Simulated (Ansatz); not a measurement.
Input

```
crystal:
  periodic: [false, false, false]
  atoms:
    - {symbol: C, position_ang: [-1.689482, -1.081225, -0.812889]}
    - {symbol: O, position_ang: [-1.785609, -1.789736, 0.084803]}
    - {symbol: Si, position_ang: [-1.548001, 0.383313, -2.000475]}
    - {symbol: H, position_ang: [-2.647454, -0.217321, -2.848067]}
    - {symbol: H, position_ang: [-0.354768, -0.279757, -2.651998]}
basis:
  gaussian: {orbitals: def2-TZVPD}
hamiltonian: {xc: {name: PBE0}}
output: {forces: true, orbitals: {seedname: orbitals}}
```

Launched as:

```sh
ansatz run input.yaml --threads 1 --pin off --max-ram 2610MiB --events-out events.jsonl --progress --plain --runs-dir runs
```

Geometry: B3LYP/6-31G*.

The calculation used Ansatz 0.2.0, isolated molecule in a Gaussian basis; Kohn-Sham density functional theory, functional PBE0.

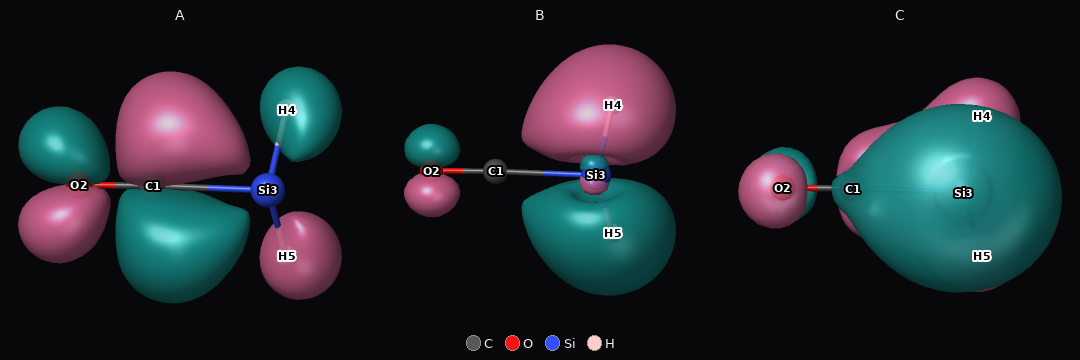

CH$_{2}$OSi (SMILES O=C=[SiH2]). Three frontier orbitals at ±0.1 Å⁻³ᐟ² (teal and pink are the two phases), in no order.

Question: Order the three orbitals by energy and name them.

Answer: B is the HOMO−1 (−9.64 eV). Its weight (Hirshfeld) is mainly on Si3 (about 40 %), H4 (about 25 %) and H5 (about 25 %). C is the HOMO (−6.77 eV). It lies mainly on Si3 (about 65 %), C1 (about 15 %) and O2 (about 5 %). A is the LUMO (−2.03 eV). By Hirshfeld shares it lies mainly on C1 (about 50 %) and O2 (about 25 %); π-antibonding (π*) across C1–O2.

Question: What is the HOMO–LUMO gap?

Answer: 4.74 eV between the orbital energies.
